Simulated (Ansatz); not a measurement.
**Geometry relaxation, with input and output: CH6FNOSi (part 1 of 2)**

- system: CH6FNOSi, SMILES NC(F)[SiH2]O
- method: RKS CAM-B3LYP-D4/6-31G* (Ansatz 0.2.0)

It belongs to a series of runs on one base structure; here: start relaxed. Figures and captions count atoms from 1; the log counts them from 0 in places.

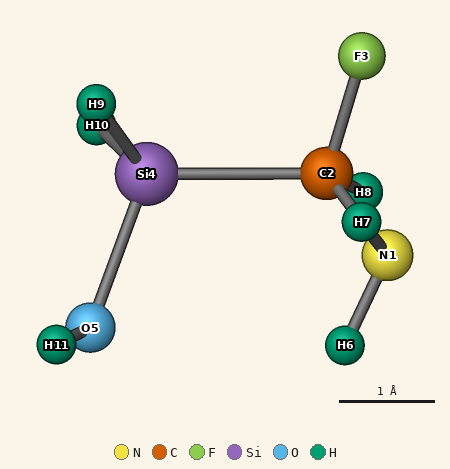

Figure 1. The input geometry (ball-and-stick view, seen at a tilt; atoms are numbered from 1 in the order of the input).

## Input file
```yaml
crystal:
  periodic: [false, false, false]
  atoms:
    - { symbol: "N", position_ang: [-0.7001, -1.0483, 1.1818] }
    - { symbol: C, position_ang: [0.5607, -0.6804, 0.6162] }
    - { symbol: F, position_ang: [1.2809, -0.2029, 1.6336] }
    - { symbol: Si, position_ang: [0.5771, 0.646, -0.737] }
    - { symbol: O, position_ang: [-0.8015, 0.4446, -1.7756] }
    - { symbol: H, position_ang: [-1.4017, -1.1809, 0.4112] }
    - { symbol: H, position_ang: [-1.0674, -0.1921, 1.6849] }
    - { symbol: H, position_ang: [1.0785, -1.571, 0.2349] }
    - { symbol: H, position_ang: [0.3312, 1.9998, -0.0922] }
    - { symbol: H, position_ang: [1.7419, 0.6392, -1.5301] }
    - { symbol: H, position_ang: [-1.5341, 1.0891, -1.6071] }
basis:
  gaussian: { orbitals: "6-31G*" }
hamiltonian:
  xc: cam_b3lyp
  dispersion: d4
relax:
  f_tol: 0.02
  max_steps: 40
scf:
  lower_state_search: "off"
```

Machine: 2 threads of Arm Neoverse N1, 16 GiB of memory available, shared host.

Launch command:
```bash
ansatz run input.yaml --threads 2 --pin off --max-ram 3072MiB --backend cpu --events-out ev --progress --plain --runs-dir out
```

## Log
```
The last accepted step is kept in [file] (removed where the run ends without a failure and the disk answers)
Engine: ansatz 0.2.0, aarch64-unknown-linux-gnu
Functional definition: CAM-B3LYP
  parameter alpha = 0.19
  parameter beta = 0.46
  parameter omega = 0.33/bohr
  parameter ac = 0.81
  exchange = (1 - alpha - beta)*b88_x + beta*b88_x_sr(omega) + alpha*exact_x + beta*exact_x_lr(omega)
  correlation = (1 - ac)*vwn5_c + ac*lyp_c
these checks for a lower state are left out or cut short: stability, starts, cluster_reference, orbital_swaps, neighbouring_geometries, increment
980 factors; integrals over basis functions are off by at most 6.0e-4 eV
340 factors; integrals over basis functions are off by at most 4.8e-7 eV
mean field evaluation 1: about -15256.8623 eV, gradient 5.9e1 eV
mean field evaluation 2: about -15253.7582 eV, gradient 7.3e1 eV
mean field evaluation 4: about -15263.0527 eV, gradient 2.7e0 eV
mean field evaluation 8: about -15263.0817 eV, gradient 1.5e-1 eV
mean field evaluation 16: about -15263.0818 eV, gradient 2.1e-5 eV
mean field -15263.08178816 eV, -560.9079100264 hartree, gradient 3.0e-6 eV, S^2 0.000000; 0 other end points of the search recorded, 0 dependent functions left out
the calculation of the forces begins
reference -15263.08189298 eV, -560.9079138785 hartree; 25, 25 occupied and 66, 66 virtual orbitals, 980 factors
relax step   1: F+E_penalty+E_count = -15263.25303633 eV  Δ(F+E_penalty+E_count) = +0.000e0 eV  max|allowed force component| = 3.425e0 eV/Å  Δτ_max = 0.0000 Å  (16 SCF iters, accepted)
these checks for a lower state are left out or cut short: stability, starts, cluster_reference, orbital_swaps, neighbouring_geometries, increment
980 factors; integrals over basis functions are off by at most 5.8e-4 eV
340 factors; integrals over basis functions are off by at most 5.0e-7 eV
mean field -15263.37548062 eV, -560.9187030254 hartree, gradient 2.2e-6 eV, S^2 0.000000; 0 other end points of the search recorded, 0 dependent functions left out
[... from here on the field's lines of each further geometry are left out, up to the last ...]
relax step   2: F+E_penalty+E_count = -15263.54746294 eV  Δ(F+E_penalty+E_count) = -2.944e-1 eV  max|allowed force component| = 1.121e0 eV/Å  Δτ_max = 0.0797 Å  (19 SCF iters, accepted)
relax step   3: F+E_penalty+E_count = -15263.62341045 eV  Δ(F+E_penalty+E_count) = -7.595e-2 eV  max|allowed force component| = 2.813e-1 eV/Å  Δτ_max = 0.0800 Å  (21 SCF iters, accepted)
relax step   4: F+E_penalty+E_count = -15263.65582403 eV  Δ(F+E_penalty+E_count) = -3.241e-2 eV  max|allowed force component| = 2.923e-1 eV/Å  Δτ_max = 0.1698 Å  (20 SCF iters, accepted)
relax step   5: F+E_penalty+E_count = -15263.64840071 eV  Δ(F+E_penalty+E_count) = +7.423e-3 eV  max|allowed force component| = 8.956e-1 eV/Å  Δτ_max = 0.1963 Å  (20 SCF iters, rejected (line search))
relax step   6: F+E_penalty+E_count = -15263.67980363 eV  Δ(F+E_penalty+E_count) = -2.398e-2 eV  max|allowed force component| = 2.562e-1 eV/Å  Δτ_max = 0.0981 Å  (19 SCF iters, accepted)
relax step   7: F+E_penalty+E_count = -15263.69729538 eV  Δ(F+E_penalty+E_count) = -1.749e-2 eV  max|allowed force component| = 1.317e-1 eV/Å  Δτ_max = 0.1000 Å  (19 SCF iters, accepted)
relax step   8: F+E_penalty+E_count = -15263.71250550 eV  Δ(F+E_penalty+E_count) = -1.521e-2 eV  max|allowed force component| = 3.358e-1 eV/Å  Δτ_max = 0.1490 Å  (19 SCF iters, accepted)
relax step   9: F+E_penalty+E_count = -15263.73601133 eV  Δ(F+E_penalty+E_count) = -2.351e-2 eV  max|allowed force component| = 1.899e-1 eV/Å  Δτ_max = 0.2000 Å  (20 SCF iters, accepted)
relax step  10: F+E_penalty+E_count = -15263.73471619 eV  Δ(F+E_penalty+E_count) = +1.295e-3 eV  max|allowed force component| = 5.566e-1 eV/Å  Δτ_max = 0.2000 Å  (20 SCF iters, rejected (line search))
relax step  11: F+E_penalty+E_count = -15263.74580063 eV  Δ(F+E_penalty+E_count) = -9.789e-3 eV  max|allowed force component| = 1.323e-1 eV/Å  Δτ_max = 0.1000 Å  (20 SCF iters, accepted)
relax step  12: F+E_penalty+E_count = -15263.75063578 eV  Δ(F+E_penalty+E_count) = -4.835e-3 eV  max|allowed force component| = 4.784e-1 eV/Å  Δτ_max = 0.0987 Å  (20 SCF iters, accepted)
relax step  13: F+E_penalty+E_count = -15263.76129538 eV  Δ(F+E_penalty+E_count) = -1.066e-2 eV  max|allowed force component| = 1.506e-1 eV/Å  Δτ_max = 0.1500 Å  (20 SCF iters, accepted)
relax step  14: F+E_penalty+E_count = -15263.76284230 eV  Δ(F+E_penalty+E_count) = -1.547e-3 eV  max|allowed force component| = 1.033e-1 eV/Å  Δτ_max = 0.0163 Å  (20 SCF iters, accepted)
relax step  15: F+E_penalty+E_count = -15263.76161355 eV  Δ(F+E_penalty+E_count) = +1.229e-3 eV  max|allowed force component| = 5.658e-1 eV/Å  Δτ_max = 0.1279 Å  (20 SCF iters, rejected (line search))
relax step  16: F+E_penalty+E_count = -15263.76665830 eV  Δ(F+E_penalty+E_count) = -3.816e-3 eV  max|allowed force component| = 3.457e-2 eV/Å  Δτ_max = 0.0638 Å  (19 SCF iters, accepted)
relax step  17: F+E_penalty+E_count = -15263.76407299 eV  Δ(F+E_penalty+E_count) = +2.585e-3 eV  max|allowed force component| = 3.732e-1 eV/Å  Δτ_max = 0.0976 Å  (20 SCF iters, rejected (line search))
relax step  18: F+E_penalty+E_count = -15263.76787741 eV  Δ(F+E_penalty+E_count) = -1.219e-3 eV  max|allowed force component| = 3.899e-2 eV/Å  Δτ_max = 0.0488 Å  (20 SCF iters, accepted)
relax step  19: F+E_penalty+E_count = -15263.76839205 eV  Δ(F+E_penalty+E_count) = -5.146e-4 eV  max|allowed force component| = 7.752e-2 eV/Å  Δτ_max = 0.0489 Å  (20 SCF iters, accepted)
relax step  20: F+E_penalty+E_count = -15263.76867145 eV  Δ(F+E_penalty+E_count) = -2.794e-4 eV  max|allowed force component| = 7.505e-2 eV/Å  Δτ_max = 0.0128 Å  (15 SCF iters, accepted)
relax step  21: F+E_penalty+E_count = -15263.77126971 eV  Δ(F+E_penalty+E_count) = -2.598e-3 eV  max|allowed force component| = 6.096e-2 eV/Å  Δτ_max = 0.0630 Å  (20 SCF iters, accepted)
relax step  22: F+E_penalty+E_count = -15263.77348261 eV  Δ(F+E_penalty+E_count) = -2.213e-3 eV  max|allowed force component| = 2.756e-1 eV/Å  Δτ_max = 0.0502 Å  (21 SCF iters, accepted)
relax step  23: F+E_penalty+E_count = -15263.77700724 eV  Δ(F+E_penalty+E_count) = -3.525e-3 eV  max|allowed force component| = 8.751e-1 eV/Å  Δτ_max = 0.0856 Å  (21 SCF iters, accepted)
relax step  24: F+E_penalty+E_count = -15263.89889755 eV  Δ(F+E_penalty+E_count) = -1.219e-1 eV  max|allowed force component| = 4.252e-1 eV/Å  Δτ_max = 0.1999 Å  (20 SCF iters, accepted)
relax step  25: F+E_penalty+E_count = -15263.90014893 eV  Δ(F+E_penalty+E_count) = -1.251e-3 eV  max|allowed force component| = 1.477e0 eV/Å  Δτ_max = 0.1173 Å  (19 SCF iters, accepted)
relax step  26: F+E_penalty+E_count = -15263.91621670 eV  Δ(F+E_penalty+E_count) = -1.607e-2 eV  max|allowed force component| = 4.521e-1 eV/Å  Δτ_max = 0.1999 Å  (20 SCF iters, accepted)
relax step  27: F+E_penalty+E_count = -15263.93661664 eV  Δ(F+E_penalty+E_count) = -2.040e-2 eV  max|allowed force component| = 1.168e-1 eV/Å  Δτ_max = 0.1009 Å  (19 SCF iters, accepted)
relax step  28: F+E_penalty+E_count = -15263.93893497 eV  Δ(F+E_penalty+E_count) = -2.318e-3 eV  max|allowed force component| = 8.266e-2 eV/Å  Δτ_max = 0.0277 Å  (20 SCF iters, accepted)
relax step  29: F+E_penalty+E_count = -15263.94023747 eV  Δ(F+E_penalty+E_count) = -1.302e-3 eV  max|allowed force component| = 5.358e-2 eV/Å  Δτ_max = 0.0315 Å  (20 SCF iters, accepted)
relax step  30: F+E_penalty+E_count = -15263.94107679 eV  Δ(F+E_penalty+E_count) = -8.393e-4 eV  max|allowed force component| = 6.263e-2 eV/Å  Δτ_max = 0.0349 Å  (19 SCF iters, accepted)
the calculation of the forces begins
reference -15263.77188056 eV, -560.9332704545 hartree; 25, 25 occupied and 66, 66 virtual orbitals, 980 factors
relax step  31: F+E_penalty+E_count = -15263.94131264 eV  Δ(F+E_penalty+E_count) = -2.358e-4 eV  max|allowed force component| = 6.965e-2 eV/Å  Δτ_max = 0.0205 Å  (20 SCF iters, accepted)
these checks for a lower state are left out or cut short: stability, starts, cluster_reference, orbital_swaps, neighbouring_geometries, increment
980 factors; integrals over basis functions are off by at most 6.1e-4 eV
340 factors; integrals over basis functions are off by at most 5.9e-7 eV
mean field -15263.77192835 eV, -560.9332722106 hartree, gradient 1.4e-6 eV, S^2 0.000000; 0 other end points of the search recorded, 0 dependent functions left out
the calculation of the forces begins
reference -15263.77203596 eV, -560.9332761654 hartree; 25, 25 occupied and 66, 66 virtual orbitals, 980 factors
relax step  32: F+E_penalty+E_count = -15263.94154459 eV  Δ(F+E_penalty+E_count) = -2.319e-4 eV  max|allowed force component| = 1.898e-2 eV/Å  Δτ_max = 0.0210 Å  (20 SCF iters, accepted)
```

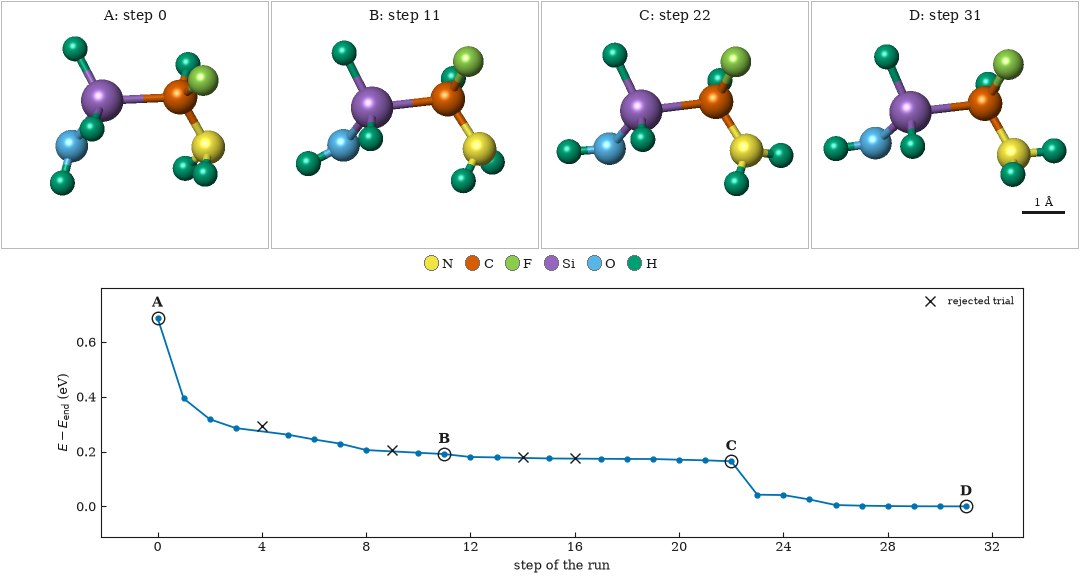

Figure 2. Frames of the relaxation (ball-and-stick view, seen at a tilt) above the curves, on which the letters mark them (the first geometry is step 0 here and step 1 in the log).

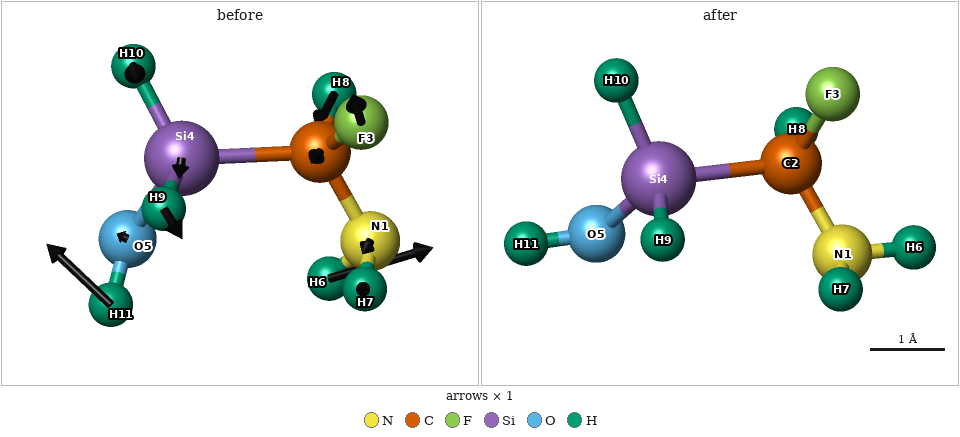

Figure 3. Before (left) and after (right) the relaxation, at one scale (ball-and-stick view, seen at a tilt). The black arrows give the displacements, at true length. The energy falls by 0.689 eV in 31 geometry steps. The largest force component goes from 3.4 to 0.019 eV/Å. The line search rejected the trial steps at points 4, 9, 14, 16 (counted from 0) and went back. The atom that moves furthest after the best rigid fit is H6 (1.58 Å). By element the largest moves are H 1.58 Å, F 0.60 Å, C 0.29 Å, Si 0.29 Å, N 0.25 Å, O 0.17 Å. Among the contacts that change: C2–F3 1.335 → 1.426 Å, Si4–O5 1.738 → 1.656 Å, Si4–H10 1.409 → 1.485 Å, N1–H7 1.059 → 1.015 Å. Among the angles that change: O5–Si4–H9 103.2° → 112.6°, N1–C2–F3 105.4° → 112.7°, H6–N1–H7 102.6° → 109.1°. (Atoms are counted from 1 in the order of the input.)

```
Total energy: -15263.94165220 eV, -560.9395094471 hartree
Atom 0 at    -0.842726    -0.855144     1.177721 Å, force    -0.004243    -0.000895     0.002612 eV/Å
Atom 1 at     0.341584    -0.747652     0.417186 Å, force    -0.001627     0.010080    -0.018985 eV/Å
Atom 2 at     1.506019    -0.607015     1.227876 Å, force     0.001349     0.002837    -0.000734 eV/Å
Atom 3 at     0.339577     0.796410    -0.675344 Å, force     0.006063    -0.013649     0.015465 eV/Å
Atom 4 at    -0.727341     0.534518    -1.914655 Å, force    -0.005764     0.005026    -0.016119 eV/Å
Atom 5 at    -0.854107    -1.674249     1.777974 Å, force     0.000901     0.005607     0.000760 eV/Å
Atom 6 at    -1.019533    -0.029024     1.739940 Å, force     0.001290    -0.006549    -0.001927 eV/Å
Atom 7 at     0.481939    -1.671000    -0.153153 Å, force    -0.000668     0.002670     0.007070 eV/Å
Atom 8 at    -0.065048     1.933318     0.199156 Å, force     0.002403    -0.002408    -0.004696 eV/Å
Atom 9 at     1.712789     1.049708    -1.180702 Å, force    -0.005240     0.002182     0.000129 eV/Å
Atom 10 at    -0.807653     1.213231    -2.595399 Å, force     0.005536    -0.004901     0.016424 eV/Å
Dipole moment:    -0.138887     0.172005    -0.076160 e Å
Checks for a lower state left out: stability, starts, cluster_reference, orbital_swaps, neighbouring_geometries, increment
```

## Trajectory as extended XYZ (Å, eV, eV/Å), 32 frames, from step=1 to step=32
```
11
Properties=species:S:1:pos:R:3:forces:R:3 step=1 energy=-15263.25304
N    -0.7001   -1.0483    1.1818   -2.3761   0.9790  -0.3005
C     0.5607   -0.6804    0.6162   -0.2027  -0.6818  -1.6487
F     1.2809   -0.2029    1.6336    1.6611   0.9487   1.7856
Si    0.5771    0.6460   -0.7370   -3.4252   1.0862  -0.1245
O    -0.8015    0.4446   -1.7756    0.4660   0.5684   1.0343
H    -1.4017   -1.1809    0.4112    0.8266  -0.1295   0.7814
H    -1.0674   -0.1921    1.6849    0.5561  -1.1477  -0.5399
H     1.0785   -1.5710    0.2349   -0.2211  -0.3051   0.0267
H     0.3312    1.9998   -0.0922    0.3527  -0.4728  -0.0463
H     1.7419    0.6392   -1.5301    1.3595  -0.0975  -0.8163
H    -1.5341    1.0891   -1.6071    1.0030  -0.7480  -0.1519
11
Properties=species:S:1:pos:R:3:forces:R:3 step=2 energy=-15263.54746
N    -0.7178   -1.0131    1.1729   -0.8927   0.5011   0.0632
C     0.5646   -0.6706    0.6051   -0.1941  -0.3009  -0.8670
F     1.3509   -0.2187    1.6294    0.5938   0.2222   0.6300
Si    0.5260    0.7016   -0.7170   -1.1214  -0.1746  -0.4054
O    -0.7959    0.3869   -1.7574    0.5683   0.5677   0.8710
H    -1.3991   -1.1856    0.4194    0.4005  -0.1018   0.2783
H    -1.0676   -0.1737    1.6608    0.1248  -0.4258  -0.1315
H     1.0177   -1.5935    0.2038   -0.0920   0.0988   0.0576
H     0.3656    2.0230   -0.0278   -0.0522  -0.1935  -0.1158
H     1.7441    0.6621   -1.5160    0.4278   0.0798  -0.2543
H    -1.5229    1.0246   -1.6526    0.2372  -0.2730  -0.1262
11
Properties=species:S:1:pos:R:3:forces:R:3 step=3 energy=-15263.62341
N    -0.7309   -0.9901    1.1963    0.1143   0.1544  -0.1086
C     0.5560   -0.6689    0.5987   -0.0569  -0.1795  -0.1649
F     1.3934   -0.2309    1.6199    0.0281  -0.0422  -0.0157
Si    0.5222    0.7039   -0.7265   -0.0780  -0.2307  -0.1712
O    -0.7782    0.3926   -1.7381    0.2439   0.1472   0.2813
H    -1.3901   -1.2521    0.4630    0.0941  -0.0729   0.0676
H    -1.0987   -0.1509    1.6380   -0.0914   0.0580   0.0493
H     0.9733   -1.6063    0.1961   -0.0580   0.1057   0.0647
H     0.3407    2.0036   -0.0332   -0.0503   0.0593   0.0189
H     1.7704    0.7071   -1.5357   -0.0585   0.0193   0.0886
H    -1.4925    1.0350   -1.6578   -0.0874  -0.0185  -0.1101
11
Properties=species:S:1:pos:R:3:forces:R:3 step=4 energy=-15263.65582
N    -0.7153   -0.9435    1.2364    0.2715   0.1186  -0.1488
C     0.5586   -0.6840    0.5902   -0.2713   0.2229   0.2923
F     1.4484   -0.2825    1.5853    0.1656   0.0078  -0.0684
Si    0.5147    0.7140   -0.7079   -0.0018  -0.2129  -0.1507
O    -0.7762    0.4093   -1.7181   -0.0730   0.1192   0.0789
H    -1.3290   -1.3791    0.5577   -0.2334  -0.0926   0.0182
H    -1.1463   -0.0710    1.5418   -0.0088  -0.0854  -0.0553
H     0.9136   -1.6385    0.1870    0.0070  -0.0160  -0.0780
H     0.3169    2.0113   -0.0144   -0.0212   0.0173   0.1019
H     1.7650    0.7398   -1.5060    0.0195   0.0345   0.0380
H    -1.4848    1.0672   -1.7314    0.1458  -0.1134  -0.0281
11
Properties=species:S:1:pos:R:3:forces:R:3 step=5 energy=-15263.64840 accepted=F
N    -0.6998   -0.8981    1.2905   -0.5564  -0.1828  -0.8956
C     0.5483   -0.6845    0.5837   -0.1966   0.1813   0.3705
F     1.5293   -0.3284    1.5232   -0.0616  -0.0494  -0.2181
Si    0.5065    0.7212   -0.6993    0.0909  -0.0156   0.0994
O    -0.7648    0.4175   -1.7169   -0.5721   0.2938  -0.2058
H    -1.2998   -1.5162    0.6950    0.4883   0.8651   0.8748
H    -1.1924   -0.0059    1.4709    0.2227  -0.7119  -0.1880
H     0.8350   -1.6497    0.1525    0.0544   0.0009  -0.0173
H     0.2788    1.9972    0.0314    0.0055  -0.0104   0.0503
H     1.7730    0.7887   -1.4681    0.0214   0.0165   0.0328
H    -1.4487    1.1013   -1.8423    0.5035  -0.3875   0.0971
11
Properties=species:S:1:pos:R:3:forces:R:3 step=6 energy=-15263.67980
N    -0.7025   -0.9144    1.2562   -0.1282   0.2562   0.0892
C     0.5497   -0.6763    0.5910    0.0147  -0.1613  -0.1560
F     1.5093   -0.3215    1.5398   -0.0058   0.0187  -0.0026
Si    0.5128    0.7114   -0.7059   -0.0140   0.0169  -0.0150
O    -0.7626    0.3972   -1.7275   -0.0434   0.0128   0.0048
H    -1.3316   -1.4260    0.6438    0.0249  -0.0351   0.0733
H    -1.1562   -0.0374    1.5085   -0.0323  -0.0845   0.0227
H     0.8479   -1.6390    0.1630    0.1096  -0.0283  -0.0906
H     0.2732    1.9842    0.0197   -0.0171   0.0711   0.0571
H     1.7781    0.7960   -1.4767   -0.0025  -0.0192   0.0362
H    -1.4529    1.0687   -1.7913    0.0940  -0.0471  -0.0193
11
Properties=species:S:1:pos:R:3:forces:R:3 step=7 energy=-15263.69729
N    -0.6947   -0.8917    1.2773   -0.1317   0.0898   0.0513
C     0.5392   -0.6836    0.5750   -0.0035  -0.0996  -0.1279
F     1.5383   -0.3347    1.4883    0.0318  -0.0302   0.0688
Si    0.5049    0.7163   -0.6995    0.0371   0.0317  -0.0103
O    -0.7512    0.3925   -1.7364   -0.1130   0.0342  -0.0551
H    -1.3278   -1.4712    0.7329    0.0641   0.0165   0.1009
H    -1.1676   -0.0177    1.4982    0.0122  -0.0590  -0.0094
H     0.8136   -1.6507    0.1370    0.0543   0.0230  -0.0359
H     0.2424    1.9753    0.0475   -0.0174   0.0327   0.0210
H     1.7834    0.8260   -1.4449   -0.0003  -0.0039   0.0317
H    -1.4148    1.0826   -1.8547    0.0665  -0.0352  -0.0351
11
Properties=species:S:1:pos:R:3:forces:R:3 step=8 energy=-15263.71251
N    -0.6797   -0.8694    1.3150   -0.2883  -0.2044  -0.2463
C     0.5276   -0.6915    0.5612   -0.0281  -0.1271   0.0712
F     1.5763   -0.3705    1.4399   -0.0290  -0.0277  -0.0603
Si    0.4876    0.7209   -0.6947    0.0239   0.1226  -0.0192
O    -0.7494    0.3976   -1.7569   -0.2521   0.2496  -0.0708
H    -1.3110   -1.5391    0.8644    0.2976   0.3358   0.2766
H    -1.1796    0.0015    1.4838    0.0348  -0.1200  -0.0275
H     0.7706   -1.6602    0.1052    0.0070   0.0654   0.0159
H     0.1987    1.9676    0.0698   -0.0128  -0.0172  -0.0059
H     1.7848    0.8628   -1.4031   -0.0217  -0.0128   0.0182
H    -1.3604    1.1233   -1.9639    0.2686  -0.2643   0.0481
```
